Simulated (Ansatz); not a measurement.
Single-point calculation, with input and output: HfN (charge −6)

- system: HfN (slab, 14 atoms in the cell, total charge −6)
- method: DFT, PBEsol, plane waves, PAW (Ansatz 0.2.0)

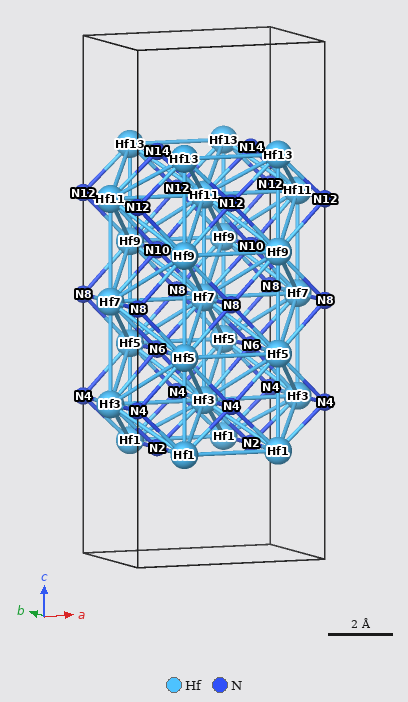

Fig. 1: The structure (ball-and-stick view of the 2 × 1 repeat of the cell, with the vacuum cut short, seen slightly off an axis; atoms are numbered from 1 in the order of the input). Near neighbours in the crystal (not all of them lie inside the picture): Hf has 7 Hf at 3.07 to 3.18 Å and 4 N at 2.17 to 2.25 Å; N has 4 Hf at 2.14 to 2.25 Å; Hf has 11 Hf at 3.11 to 3.25 Å and 6 N at 2.14 to 2.31 Å; N has 6 Hf at 2.17 to 2.31 Å; Hf has 12 Hf at 3.07 to 3.25 Å and 6 N at 2.24 to 2.27 Å.

Input
```yaml
crystal:
  lattice:
    - [3.1830776068, 0.0, 0.0]
    - [0.0, 4.5015515216, 0.0]
    - [0.0, 0.0, 24.5492328204]
  atoms:
    - { symbol: Hf, position: [0.5, 0.0, 0.3090752099] }
    - { symbol: "N", position: [0.5, 0.5, 0.3091248702] }
    - { symbol: Hf, position: [0.0, 0.5, 0.367628166] }
    - { symbol: "N", position: [0.0, 0.0, 0.3689064101] }
    - { symbol: Hf, position: [0.5, 0.0, 0.434236347] }
    - { symbol: "N", position: [0.5, 0.5, 0.4360191624] }
    - { symbol: Hf, position: [0.0, 0.5, 0.4999999998] }
    - { symbol: "N", position: [0.0, 0.0, 0.5000000019] }
    - { symbol: Hf, position: [0.5, 0.0, 0.5657636566] }
    - { symbol: "N", position: [0.5, 0.5, 0.5639808359] }
    - { symbol: Hf, position: [0.0, 0.5, 0.6323718327] }
    - { symbol: "N", position: [0.0, 0.0, 0.6310935933] }
    - { symbol: Hf, position: [0.5, 0.0, 0.6909247853] }
    - { symbol: "N", position: [0.5, 0.5, 0.6908751287] }
basis:
  ecutwfc: 420
kpoints:
  mp_grid: { grid: [11, 8, 1] }
hamiltonian:
  xc: pbesol
scf:
  occupations: { method: gaussian, width: 0.1 }
  max_iter: 100
output:
  forces: true
  eigenvalues: true
efield:
  axis: 3
  dipole_correction: true
  ramp_width: 0.04
total_charge: -6
```

Machine: 2 threads of Intel Xeon (Granite Rapids), 64 GiB of memory available, shared host.

Run as:
```bash
ansatz run input.yaml --threads 2 --pin off --max-ram 4096MiB --backend cpu --events-out ev --progress --plain --runs-dir out
```

The program's output
```
Error: efield: with total_charge ≠ 0 without external_charges — the saw-weighted dipole of a charged cell depends on the ramp position (the isolated-slab reference a dipole correction restores does not exist for a charged slab), so the field energy is ill-defined under the jellium convention; neutralise the cell or drop the efield: block, which crystal.periodic lets a charged slab do
```

What the run reported

```csv
quantity,value
outcome,refused by the program
```

What went wrong

This input holds a deliberate fault: a charge that the system can't hold (`total_charge`). The cell cannot bind or give up so many electrons; the background charge dominates. The program refused the input: “efield: with total_charge ≠ 0 without external_charges — the saw-weighted dipole of a charged cell depends on the ramp position (the isolated-slab reference a dipole correction restores does not exist for a charged slab), so the field energy is ill-defined under the jellium convention …”
